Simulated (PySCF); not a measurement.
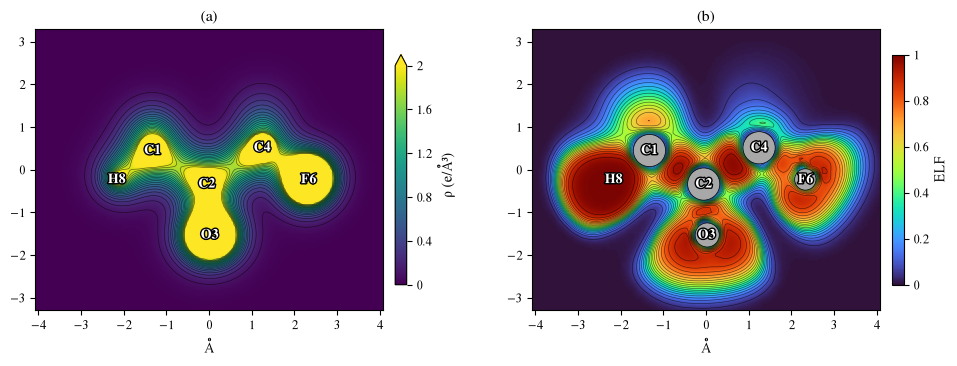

C$_{3}$H$_{3}$F$_{3}$O (SMILES CC(=O)C(F)(F)F). (a) total electron density; (b) ELF on the plane of atoms O3, C2 and C4. Grey discs cover the atomic cores in the ELF map.

Geometry: PBE0-D3(BJ)/def2-TZVP.

These are results of PBE0/pcSseg-2, SCF density, gas phase, non-relativistic in PySCF 2.14.0, not measurements.

| atom | x (Å) | y (Å) | z (Å) |
| --- | --- | --- | --- |
| C | 1.2129 | 0.2721 | -0.4469 |
| C | 0.1835 | 0.1750 | 0.6315 |
| O | 0.3467 | 0.4657 | 1.7795 |
| C | -1.2055 | -0.3376 | 0.1687 |
| F | -1.0808 | -1.5058 | -0.4750 |
| F | -2.0383 | -0.5029 | 1.1776 |
| F | -1.7439 | 0.5412 | -0.6876 |
| H | 2.1342 | 0.6765 | -0.0343 |
| H | 1.3937 | -0.7151 | -0.8792 |
| H | 0.8473 | 0.9112 | -1.2548 |

### Read the bonding off the picture.

- The section cuts through C, O, F and H sites.
- C–O (1.20 Å): ρ is about 3.5 e/Å³ halfway; the ELF peaks at about 0.85 between the atoms: a multiple bond.
- C–F (1.32 Å): ρ at the midpoint is about 2.5 e/Å³; the ELF peaks at about 0.85 between the atoms, as expected for a shared but strongly polarised pair.
- C–C (1.49 Å): the density is about 1.8 e/Å³ at the midpoint; the ELF peaks at about 0.95 between the atoms; localised, covalent bonding.
- C–H (1.09 Å): ρ is about 2 e/Å³ halfway; the ELF climbs to about 1 towards the hydrogen, as it does in any bond to H; an ordinary covalent bond to hydrogen.
- C–C (1.55 Å): the density is about 1.7 e/Å³ at the midpoint; the ELF peaks at about 1 between the atoms; a shared electron pair.
- The ELF also peaks beside O3 and F6, away from the bonds: lone-pair regions.
